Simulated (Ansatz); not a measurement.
## Starting-point dependence of the GW gap of CO2 (Pa-3)

One-shot GW is not self-consistent; how far does the start matter for CO2 (Pa-3)?

Calculated with Ansatz 0.2.0; G0W0 on several functionals, plane waves, PAW.

In doubt: masses and optical values from hybrid runs of this build are listed as unsure (step 4), which bears on the screening that GW takes from such a start.

## Step 1: Starting point

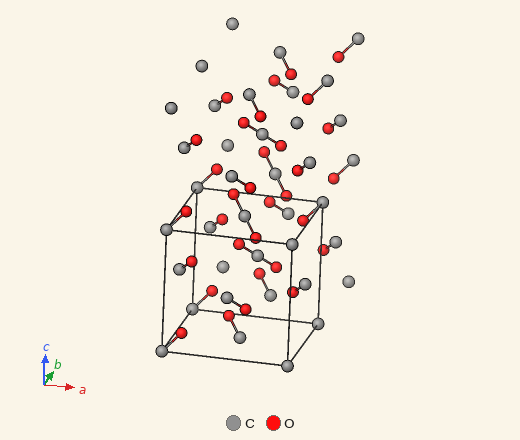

The starting structure, seen slightly off an axis (carbon grey, oxygen red). 1×2×2 cells are drawn. Bonds to atoms that aren't drawn are left out. Some periodic images of atoms are drawn too.

The cell and positions are those that the Materials Project relaxed with its own functionals (PBE, PBE+U or r2SCAN), kept fixed.

## Step 2: G0W0 on LDA

Now the one-shot GW correction: screening in the RPA, then the self-energy of the levels asked for. This step takes PAW set soft_1 files.

This step: G0W0 on LDA, plane waves, PAW; PAW set soft_1.

input.yaml

```yaml
crystal:
  lattice:
    - [5.49707328, 0.0, 0.0]
    - [0.0, 5.49707328, 0.0]
    - [0.0, 0.0, 5.49707328]
  atoms:
    - { symbol: C, position: [0.0, 0.0, 0.0] }
    - { symbol: C, position: [0.5, 0.0, 0.5] }
    - { symbol: C, position: [0.5, 0.5, 0.0] }
    - { symbol: C, position: [0.0, 0.5, 0.5] }
    - { symbol: O, position: [0.12253698, 0.12253698, 0.12253698] }
    - { symbol: O, position: [0.37746302, 0.87746302, 0.62253698] }
    - { symbol: O, position: [0.62253698, 0.37746302, 0.87746302] }
    - { symbol: O, position: [0.87746302, 0.62253698, 0.37746302] }
    - { symbol: O, position: [0.87746302, 0.87746302, 0.87746302] }
    - { symbol: O, position: [0.62253698, 0.12253698, 0.37746302] }
    - { symbol: O, position: [0.37746302, 0.62253698, 0.12253698] }
    - { symbol: O, position: [0.12253698, 0.37746302, 0.62253698] }
kpoints:
  mp_grid: { grid: [4, 4, 4] }
hamiltonian:
  xc: lda
  pseudopotentials: { kind: paw, azcp: { folder: soft_1 }, xc_functional: pbe }
scf:
  occupations: { method: fixed }
gw:
  n_empty_bands: 910
  ecut_chi: 180.0
  qp_bands: [v4, c4]
  qp_kpoints: band_edges
  screening: { model: contour_deformation }
```

Run with:

```bash
$ ansatz run input.yaml --threads 4 --pin off --max-ram 138240MiB --backend cuda --events-out ev --progress --plain --runs-dir out --devices 1 --max-vram 26GiB
```

Numbers of over 12 decimals in the logs are rounded to 6 here.

What it wrote:

```text
GPUs: using 1 of 1 available (devices: 1).
Engine: ansatz 0.2.0, x86_64-unknown-linux-gnu
Pseudopotentials: kind: paw
Pseudopotential: C, paw, valence charge 4, recommended cutoff 420 eV (normal), soft_1/C.paw.azcp
Pseudopotential: O, paw, valence charge 6, recommended cutoff 420 eV (normal), soft_1/O.paw.azcp
Functional definition: SPW92
  exchange = slater_x
  correlation = pw_c
device memory: the entry about to start is reckoned to put 3.2 GiB on a device that reports 58.0 GiB free (of which the cap on the GPU budget leaves the run 26.0 GiB)
GPU FFT provider: cuFFT
GPU libraries: cuBLAS 13.8.2, cuFFT 12.4.0, cuSOLVER 12.3.4
Crystal: 12 atoms, lattice volume = 166.110 Å³
Basis set: ecut = 420 eV, 3239 PW (Γ)
Bands: 44, of which v1, the nominal top of the filled ones, is band 32 counted from 1 (31 counted from 0)
Symmetry: 24 space group operations
Space group: Pa-3 (ITA 205), of the structure as read, at distance tolerance 5.5e-5 Å
k-points: 11 of 64
Non-local potential: C, projectors of the file, l = 0: 2, l = 1: 2, l = 2: 1
Non-local potential: O, projectors of the file, l = 0: 2, l = 1: 2, l = 2: 1
PAW form: soft (Blöchl's): semilocal exchange-correlation on the pseudo side does not see the compensation charge
PAW frozen core: C, regenerated for the run's functional, and the local potential with it (the file was generated under x = pbe(κ = 0.804, μ = 0.219515), c = pbe(β = 0.066725))
PAW frozen core: O, regenerated for the run's functional, and the local potential with it (the file was generated under x = pbe(κ = 0.804, μ = 0.219515), c = pbe(β = 0.066725))
PAW one-centre angular grid: C, 110 points (default); XC on 64 Gauss nodes
PAW one-centre angular grid: O, 110 points (default); XC on 64 Gauss nodes
Initial density: superposition of atomic densities (chi_scale 0.1, normalization cell, long waves kept (reshape's long-wave potential 0.02 eV rms))
Initial wavefunctions: pseudopotential atomic-orbital guess
GPU buffer pool allocated for 64000 grid points (all kernels)
GPU transforms: local potential and band sums: pruned to the plane-wave sphere, on 40×40×40
Functional: x = slater, c = lda
SCF iter   1: F=—  HF=-5411.694876 eV  |F-HF|=—  |Δ(HF+E_count)|=         —  Δρ=9.57e-2  dr2=1.05e1  ethr=3.10e-3  ⟨swp⟩=4.0  Hψ=1691  notcnv=0  defer=57
preconditioner: auto → Resta (q_TF=auto, 2.327 Å⁻¹)  ε∞=3.0  [insulator: Δε(μ)=7.596 eV  Ē_g=16.438 eV  n_scr=32 (ndim 8)  ℏωp=23.0 eV  f_vac=0.064  ε∞_Penn≈3.0]
SCF iter   2: F=—  HF=-5408.701777 eV  |F-HF|=—  |Δ(HF+E_count)|=    2.99e0  Δρ=4.08e-2  dr2=1.40e0  ethr=3.10e-3  ⟨swp⟩=3.0  Hψ=1037  notcnv=0  defer=65
SCF iter   3: F=—  HF=-5408.267275 eV  |F-HF|=—  |Δ(HF+E_count)|=   4.35e-1  Δρ=1.58e-2  dr2=3.13e-1  ethr=2.18e-3  ⟨swp⟩=2.0  Hψ=805  notcnv=0  defer=77
SCF iter   4: F=—  HF=-5408.191401 eV  |F-HF|=—  |Δ(HF+E_count)|=   7.59e-2  Δρ=3.72e-3  dr2=1.12e-2  ethr=4.89e-4  ⟨swp⟩=2.0  Hψ=816  notcnv=0  defer=100
SCF iter   5: F=—  HF=-5408.191717 eV  |F-HF|=—  |Δ(HF+E_count)|=   3.16e-4  Δρ=5.28e-4  dr2=4.91e-4  ethr=1.76e-5  ⟨swp⟩=2.0  Hψ=752  notcnv=0  defer=102
SCF iter   6: F=—  HF=-5408.191719 eV  |F-HF|=—  |Δ(HF+E_count)|=   2.01e-6  Δρ=2.59e-4  dr2=7.63e-5  ethr=7.68e-7  ⟨swp⟩=2.0  Hψ=812  notcnv=0  defer=102
SCF iter   7: F=—  HF=-5408.191692 eV  |F-HF|=—  |Δ(HF+E_count)|=   2.72e-5  Δρ=5.25e-5  dr2=3.27e-6  ethr=1.19e-7  ⟨swp⟩=2.0  Hψ=742  notcnv=0  defer=54
SCF iter   8: F=—  HF=-5408.191690 eV  |F-HF|=—  |Δ(HF+E_count)|=   1.27e-6  Δρ=1.03e-5  dr2=1.14e-7  ethr=5.11e-9  ⟨swp⟩=2.2  Hψ=768  notcnv=0  defer=54
SCF iter   9: F=-5408.191690 eV  HF=-5408.191690 eV  |F-HF|=2.15e-9  |Δ(HF+E_count)|=   3.64e-8  Δρ=1.78e-6  dr2=3.11e-9  ethr=1.56e-10  ⟨swp⟩=10.4  Hψ=1849  notcnv=0
SCF 1 converged in 9 iterations: F = -5408.191690 eV  dr2 = 3.11e-9
  greatest PAW one-centre occupation: 0.876 electrons in one spin orbital (limit 2), on the O atom at site 11 (counted from 0), in its partial waves of l = 0
device memory: the entry about to start is reckoned to put 4.0 GiB (of the 4.1 GiB reckoned in all, the device holds 0.1 GiB already) on a device that reports 57.0 GiB free (of which the cap on the GPU budget leaves the run 26.0 GiB)
NSCF: frozen V_eff on 11 k-points
the band table was solved once the SCF had ended and its energy, with any forces and stress, was formed, with the checks that follow a solve (1901 applications of the Hamiltonian). They found nothing against the state; the energy, forces and stress were not computed again (output.eigenvalues in the input reference)
device memory: the entry about to start is reckoned to put 9.0 GiB on a device that reports 56.8 GiB free (of which the cap on the GPU budget leaves the run 26.0 GiB)
NSCF: frozen V_eff on 11 k-points
G₀W₀ screening: q 1/11
[... further progress lines ...]
SCF converged after 9 iterations
Free energy (F): -5408.191690 eV
Harris-Foulkes:  -5408.191690 eV  (|F-HF|=2.15e-9)
Internal energy: -5408.191690 eV  (E = F + TS)
E sigma→0 (E₀):  -5408.191690 eV
Fermi energy:    -1.965443 eV
--- Per-component energies (eV) ---
  E_band       = -583.663231
  E_kinetic    = 1667.896202
  E_local      = -4594.824675  (includes V_loc(G=0)·N_el)
  E_nonlocal   = 540.612154
  E_hartree    = 1559.947711
  E_xc         = -727.004411
  E_vxc        = -924.952871  (∫ρ·V_xc dr)
  E_paw        = -1586.175818  (= ΣΔE_a)
  E_vpaw       = -392.299412  (= ΣTr[D̂ρ^β])
  E_aug_tail   = 0.006339  (compensation charges beyond the density's cutoff)
  E_ewald      = -2269.675893
  E_core_change = 1.026702  (= ΣΔE_core)
  E_smearing   = -0.000000  (= −TS)
  E_closure    = 0.000000  (closes the sum)
  Σ components = -5408.191690   (vs F -5408.191690, Δ=0.00e0)
--- Band table (eV; the first three rows and the last of 11) ---
  k-point 0: bands = [... 28 lower, -2.2018, -2.2018, -1.9654, -1.9654, 4.6108, 5.8707, 5.8707, 5.8707, ... 8 higher]
  k-point 1: bands = [... 28 lower, -2.2382, -2.1486, -2.0878, -1.9850, 5.0257, 5.7996, 5.9660, 6.0016, ... 8 higher]
  k-point 2: bands = [... 28 lower, -2.3227, -2.3227, -2.0505, -2.0505, 5.7895, 5.7895, 6.0233, 6.0233, ... 8 higher]
  k-point 10: bands = [... 28 lower, -2.3446, -2.3446, -2.3446, -2.3446, 5.7928, 5.7928, 5.7928, 5.7928, ... 8 higher]
--- G₀W₀: contour deformation, 6 samples at zero and on the imaginary axis and 2 off it, 64 q-points, 910 empty bands' worth ---
  eigenvalues of the whole cell's RPA ε∞ on this k-mesh (on a slab, of 1 + 4πα/V) = 1.9931, 1.9931, 1.9931; static W/v taken at q = 0 is 0.501732
  bands read: the sum over 942 bands ends inside a degenerate multiplet in 5 slots, whose members it reads at an even weight; the widest, k=6: bands 941 to 944 (counted from 1) at 2/4 each
  gw.qp_kpoints: band_edges: 11 of 11 stored k-points solved, in 1 pass; an edge of the gap read off the rows below is read off those points alone
    ik  band        ε_KS         Σx   Σc(E_QP)       V_xc       Z   E_QP_lin       E_QP  E_QP is
     0    29     -2.2018   -25.7374     3.1184   -20.4964  0.8082    -4.3605    -4.3243  root
     0    30     -2.2018   -25.7374     3.1184   -20.4964  0.8082    -4.3605    -4.3243  root
     0    31     -1.9654   -26.1003     3.0836   -20.9316  0.8079    -4.0842    -4.0504  root
     0    32     -1.9654   -26.1003     3.0836   -20.9316  0.8079    -4.0842    -4.0504  root
     0    33      4.6108    -6.5501    -3.3980   -11.7480  0.8747     6.4275     6.4106  root
     0    34      5.8707   -11.0390    -3.6125   -17.5717  0.8334     8.8459     8.7910  root
     0    35      5.8707   -11.0390    -3.6125   -17.5717  0.8334     8.8459     8.7910  root
     0    36      5.8707   -11.0390    -3.6125   -17.5717  0.8334     8.8459     8.7910  root
     1    29     -2.2382   -25.7054     3.1268   -20.4525  0.8081    -4.4007    -4.3642  root
     1    30     -2.1486   -25.8362     3.1125   -20.6106  0.8080    -4.2972    -4.2617  root
     1    31     -2.0878   -25.9017     3.1008   -20.6978  0.8081    -4.2257    -4.1908  root
     1    32     -1.9850   -26.0828     3.0881   -20.9073  0.8079    -4.1061    -4.0722  root
     1    33      5.0257    -6.6380    -3.4623   -11.9649  0.8727     6.9089     6.8901  root
     1    34      5.7996   -10.6778    -3.6069   -17.1546  0.8362     8.7215     8.6694  root
     1    35      5.9660   -11.0408    -3.6671   -17.6470  0.8326     8.9614     8.9050  root
     1    36      6.0016   -10.4573    -3.7524   -17.0895  0.8357     8.9357     8.8813  root
     2    29     -2.3227   -25.5925     3.1421   -20.3123  0.8081    -4.4980    -4.4606  root
     2    30     -2.3227   -25.5925     3.1421   -20.3123  0.8081    -4.4980    -4.4606  root
     2    31     -2.0505   -25.9990     3.0997   -20.8028  0.8079    -4.1816    -4.1470  root
     2    32     -2.0505   -25.9990     3.0997   -20.8028  0.8079    -4.1816    -4.1470  root
     2    33      5.7895   -10.2920    -3.6444   -16.7656  0.8385     8.6690     8.6187  root
     2    34      5.7895   -10.2920    -3.6444   -16.7656  0.8385     8.6690     8.6187  root
     2    35      6.0233    -9.1687    -3.7564   -15.5577  0.8457     8.6999     8.6558  root
     2    36      6.0233    -9.1687    -3.7564   -15.5577  0.8457     8.6999     8.6558  root
[...]
10    29     -2.3446   -25.4524     3.1284   -20.1812  0.8086    -4.5248    -4.4873  root
    10    30     -2.3446   -25.4524     3.1284   -20.1812  0.8086    -4.5248    -4.4873  root
    10    31     -2.3446   -25.4524     3.1284   -20.1812  0.8086    -4.5248    -4.4873  root
    10    32     -2.3446   -25.4524     3.1284   -20.1812  0.8086    -4.5248    -4.4873  root
    10    33      5.7928   -10.9242    -3.5906   -17.4193  0.8344     8.7507     8.6972  root
    10    34      5.7928   -10.9242    -3.5906   -17.4193  0.8344     8.7507     8.6972  root
    10    35      5.7928   -10.9242    -3.5906   -17.4193  0.8344     8.7507     8.6972  root
    10    36      5.7928   -10.9242    -3.5906   -17.4193  0.8344     8.7507     8.6972  root
```

Wall time 38 s (1 × NVIDIA H100 80GB HBM3 (shared by 3 runs) with 4 threads of AMD EPYC 7R13 (Zen 3), shared host); peak memory 3.2 GiB; 67 s of CPU time.

The column dr2 measures how far the density is from self-consistency, as an energy; F and HF (Harris–Foulkes) agree once it is small.

This step gave:

- bands summed: 942
- RPA ε∞ on this mesh (eigenvalues): 1.993, 1.993, 1.993
- plane waves in the screening matrix: 925
- q-points in the mesh: 64
- G0W0 gap on the mesh: 10.46 eV
- k of the valence top: 0, 0, 0
- k of the conduction bottom: 0, 0, 0
- starting gap on the mesh: 6.576 eV
- Z at the valence top: 0.8079
- Z at the conduction bottom: 0.8747
- least direct G0W0 gap on the computed points: 10.46 eV

The gap on the mesh goes from 6.58 eV to 10.46 eV, a correction of +3.88 eV. Between the two edge states, bare exchange in place of the xc potential would open the gap by 10.37 eV, and correlation takes back 6.48 eV.

## Step 3: G0W0 on PBE

One-shot GW remembers its start. Another functional's orbitals and levels show by how much.

This step: G0W0 on PBE, plane waves, PAW; PAW set soft_1.

Edit input.yaml of step 2 so:

```diff
@@ -21,4 +21,4 @@
 hamiltonian:
-  xc: lda
-  pseudopotentials: { kind: paw, azcp: { folder: soft_1 }, xc_functional: pbe }
+  xc: pbe
+  pseudopotentials: { kind: paw, azcp: { folder: soft_1 } }
 scf:
```

What it wrote:

```text
GPUs: using 1 of 1 available (devices: 1).
[...]
GPU FFT provider: cuFFT
GPU libraries: cuBLAS 13.8.2, cuFFT 12.4.0, cuSOLVER 12.3.4
Crystal: 12 atoms, lattice volume = 166.110 Å³
Basis set: ecut = 420 eV, 3239 PW (Γ)
Bands: 44, of which v1, the nominal top of the filled ones, is band 32 counted from 1 (31 counted from 0)
[... 1 set-up line as in the run before ...]
[...]
k-points: 11 of 64
[...]
GPU buffer pool allocated for 64000 grid points (all kernels)
[...]
SCF iter   1: F=—  HF=-5543.044454 eV  |F-HF|=—  |Δ(HF+E_count)|=         —  Δρ=1.00e-1  dr2=1.20e1  ethr=3.10e-3  ⟨swp⟩=4.0  Hψ=1702  notcnv=0  defer=50
[...]
SCF iter   8: F=-5539.526389 eV  HF=-5539.526389 eV  |F-HF|=4.29e-9  |Δ(HF+E_count)|=   2.76e-7  Δρ=5.66e-6  dr2=3.58e-8  ethr=1.56e-10  ⟨swp⟩=9.4  Hψ=2424  notcnv=0
SCF 1 converged in 8 iterations: F = -5539.526389 eV  dr2 = 3.58e-8
[...]
NSCF: frozen V_eff on 11 k-points
[...]
G₀W₀ screening: q 1/11
[... further progress lines ...]
SCF converged after 8 iterations
Free energy (F): -5539.526389 eV
[...]
Internal energy: -5539.526389 eV  (E = F + TS)
E sigma→0 (E₀):  -5539.526389 eV
Fermi energy:    -1.652406 eV
[...]
--- Band table (eV; the first three rows and the last of 11) ---
  k-point 0: bands = [... 28 lower, -1.8780, -1.8780, -1.6524, -1.6524, 5.2188, 6.3073, 6.3073, 6.3073, ... 8 higher]
  k-point 1: bands = [... 28 lower, -1.9135, -1.8278, -1.7693, -1.6715, 5.6336, 6.2464, 6.4002, 6.4432, ... 8 higher]
  k-point 2: bands = [... 28 lower, -1.9944, -1.9944, -1.7345, -1.7345, 6.2461, 6.2461, 6.5003, 6.5003, ... 8 higher]
  k-point 10: bands = [... 28 lower, -2.0138, -2.0138, -2.0138, -2.0138, 6.2346, 6.2346, 6.2346, 6.2346, ... 8 higher]
[...]
0    29     -1.8780   -25.8391     3.1079   -20.4141  0.8129    -4.2364    -4.1950  root
     0    30     -1.8780   -25.8391     3.1079   -20.4141  0.8129    -4.2364    -4.1950  root
     0    31     -1.6524   -26.1820     3.0724   -20.8407  0.8127    -3.9598    -3.9213  root
     0    32     -1.6524   -26.1820     3.0724   -20.8407  0.8127    -3.9598    -3.9213  root
     0    33      5.2188    -6.5058    -3.3079   -11.2590  0.8783     6.6741     6.6640  root
     0    34      6.3073   -11.0373    -3.4874   -17.3055  0.8380     9.1337     9.0880  root
     0    35      6.3073   -11.0373    -3.4874   -17.3055  0.8380     9.1337     9.0880  root
     0    36      6.3073   -11.0373    -3.4874   -17.3055  0.8380     9.1337     9.0880  root
[...]
10    33      6.2346   -10.9297    -3.4671   -17.1562  0.8388     9.0382     8.9939  root
    10    34      6.2346   -10.9297    -3.4671   -17.1562  0.8388     9.0382     8.9939  root
    10    35      6.2346   -10.9297    -3.4671   -17.1562  0.8388     9.0382     8.9939  root
    10    36      6.2346   -10.9297    -3.4671   -17.1562  0.8388     9.0382     8.9939  root
```

It took 62 s on 1 × NVIDIA H100 80GB HBM3 (shared by 3 runs) with 4 threads; peak memory 2.6 GiB.

This step gave:

```yaml
bands_summed: 942
rpa_eps_infinity_on_this_mesh_eigenvalues: 1.944, 1.944, 1.944
plane_waves_in_the_screening_matrix: 925
q_points_in_the_mesh: 64
g0w0_gap_on_the_mesh: 10.59 eV
k_of_the_valence_top: 0, 0, 0
k_of_the_conduction_bottom: 0, 0, 0
starting_gap_on_the_mesh: 6.871 eV
z_at_the_valence_top: 0.8127
z_at_the_conduction_bottom: 0.8783
least_direct_g0w0_gap_on_the_computed_points: 10.59 eV
```

Against the run with 4×4×4 mesh, 910 empty bands, screening to 180 eV, PAW set soft_1 files on LDA, the gap moves by +0.12 eV, while the start moved by +0.30 eV.

## Step 4: G0W0 on HSE06

This step: G0W0 on HSE06, plane waves, PAW; PAW set soft_1.

Edit input.yaml of step 3 so:

```diff
@@ -21,3 +21,3 @@
 hamiltonian:
-  xc: pbe
+  xc: hse06
   pseudopotentials: { kind: paw, azcp: { folder: soft_1 } }
```

What it wrote:

```text
GPUs: using 1 of 1 available (devices: 1).
[...]
davidson cushion auto → on  (no smearing: the cushion is to keep the highest requested band from converging to the state above it; pin scf.eigensolver.cushion to override)
[...]
GPU FFT provider: cuFFT
GPU libraries: cuBLAS 13.8.2, cuFFT 12.4.0, cuSOLVER 12.3.4
Crystal: 12 atoms, lattice volume = 166.110 Å³
Basis set: ecut = 420 eV, 3239 PW (Γ)
[...]
0    35      7.0757   -10.5146    -3.1723   -15.9133  0.8647     9.3217     9.3021  root
     0    36      7.0757   -10.5146    -3.1723   -15.9133  0.8647     9.3217     9.3021  root
[...]
10    33      6.9930   -10.4028    -3.1576   -15.7710  0.8654     9.2227     9.2036  root
    10    34      6.9930   -10.4028    -3.1576   -15.7710  0.8654     9.2227     9.2036  root
    10    35      6.9930   -10.4028    -3.1576   -15.7710  0.8654     9.2227     9.2036  root
    10    36      6.9930   -10.4028    -3.1576   -15.7710  0.8654     9.2227     9.2036  root
[key lines of the parts left out:]
Free energy (F): -5537.041287 eV
Fermi energy:    -2.894143 eV
```

It took 2.5 min on 1 × NVIDIA H100 80GB HBM3 (shared by 3 runs) with 4 threads; peak memory 2.9 GiB.

This step gave:

| Quantity | Value |
| --- | --- |
| bands summed | 942 |
| RPA ε∞ on this mesh (eigenvalues) | 1.816, 1.816, 1.816 |
| plane waves in the screening matrix | 925 |
| G0W0 gap on the mesh | 11.25 eV |
| k of the valence top | 0, 0, 0 |
| k of the conduction bottom | 0, 0, 0 |
| starting gap on the mesh | 8.624 eV |
| least direct G0W0 gap on the computed points | 11.25 eV |

Against the run with 4×4×4 mesh, 910 empty bands, screening to 180 eV, PAW set soft_1 files on PBE, the gap moves by +0.66 eV, while the start moved by +1.75 eV.

## Step 5: Side by side

All on the 4×4×4 mesh with 910 empty bands and screening to 180 eV. Times are wall times on 1 × NVIDIA H100 80GB HBM3 (shared by 3 runs) with 4 threads of AMD EPYC 7R13 (Zen 3), shared host, good to a factor of about two.

```tsv
start	starting gap (eV)	shift (eV)	G0W0 gap (eV)	RPA ε∞ (harmonic mean)	Z (valence, conduction)	time
LDA	6.58	+3.88	10.46	1.99	0.81, 0.87	38 s
PBE	6.87	+3.71	10.59	1.94	0.81, 0.88	62 s
HSE06	8.62	+2.62	11.25	1.82	0.84, 0.90	2.5 min
```

The parts of the quasiparticle energy at the two band edges (eV; QP = start + Σx + Σc − Vxc):

```tsv
run	edge	start	Σx	Σc	Vxc	Z	QP
LDA	valence top	-1.97	-26.10	3.08	-20.93	0.81	-4.05
LDA	conduction bottom	4.61	-6.55	-3.40	-11.75	0.87	6.41
PBE	valence top	-1.65	-26.18	3.07	-20.84	0.81	-3.92
PBE	conduction bottom	5.22	-6.51	-3.31	-11.26	0.88	6.66
HSE06	valence top	-2.89	-26.18	2.67	-22.01	0.84	-4.40
HSE06	conduction bottom	5.73	-6.08	-3.05	-10.25	0.90	6.85
```

For a hybrid start, Vxc holds its share of exact exchange.

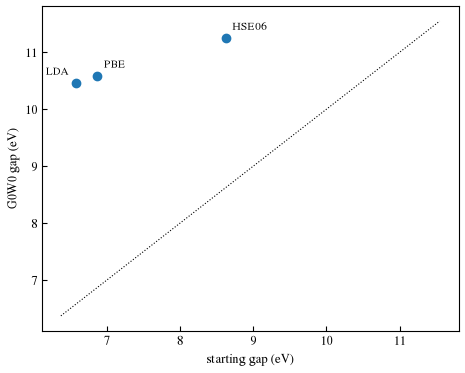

G0W0 gap against starting gap; on the dotted line the correction would vanish.

## Step 6: Summary of results

* G0W0@LDA: 10.46 eV (start 6.58 eV)
* G0W0@PBE: 10.59 eV (start 6.87 eV)
* G0W0@HSE06: 11.25 eV (start 8.62 eV)
* known limits: not at the basis limit

**Reading.** The starting gaps span 2.05 eV and the G0W0 gaps 0.79 eV. Between LDA and HSE06, 0.79 eV of the 2.05 eV survives, 38 %. HSE06 screens less than LDA (ε∞ 1.82 against 1.99). Of the 0.79 eV by which its G0W0 gap is higher, the correlation part gives +0.76 eV, and exchange with the one-particle terms, which follow the orbitals, +0.03 eV. The smallest correction, +2.62 eV, is on HSE06, the start nearest to reproducing itself. Bands and cutoff are finite, so the gap is not at the basis limit. The miss can reach some tenths of an eV and take either sign; the mesh is an error of its own.

[Paths, hosts, dates, memory and timing lines, banners, echoed tables and standing remarks are left out of the program output.]

[Logs are printed without paths, hosts, clocks, repeated set-up lines and the standing remarks that a program may print on its own settings, such as how far it seeks lower states.]

[Runs of the session that timed out or met a known fault of the program may be left out.]

[Cells called generated may have been cut or substituted from an entry of the Crystallography Open Database or the Materials Project.]

[Hosts, paths, dates, database ids (printed as entryN), source tags and the programs' standing remarks are cut or masked in the printed files.]
